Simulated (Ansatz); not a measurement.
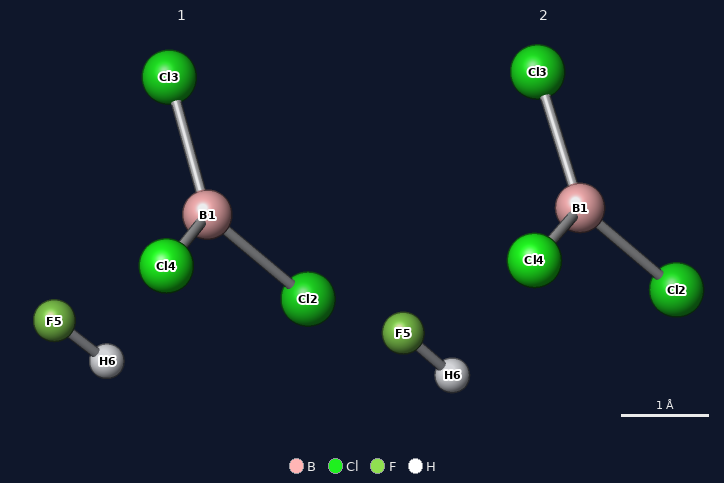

Two geometries of BHCl₃F, drawn at one scale. One is the start of a relaxation, the other its converged end. Style: ball-and-stick. Shown from a free direction.

Computed with RHF/def2-SVP in Ansatz. Set-up: no spin polarisation; force threshold 0.03 eV/Å; at most 50 steps.

Which one is relaxed?

Structure 2 is the relaxed one. The run prepares an end point of a later path (reaction) calculation, from a guessed geometry. The largest move after the best rigid fit is that of H6, 0.30 Å. Largest moves by element: H 0.30 Å, F 0.26 Å, Cl 0.17 Å, B 0.17 Å. Some distances before and after: B1–Cl2 1.824 → 1.761 Å, F5–H6 0.910 → 0.903 Å. After 6 accepted moves (7 points after the start) the energy has fallen by 8.62 kJ/mol. The largest force component goes from 1 to 0.028 eV/Å. The line search rejected the trial step at point 2 of the run.

Limits of the set-up: the start holds two separate molecules, 2.5 Å apart at their closest, whose relative position is a soft coordinate and is computed without a dispersion correction; Hartree-Fock leaves out electron correlation.
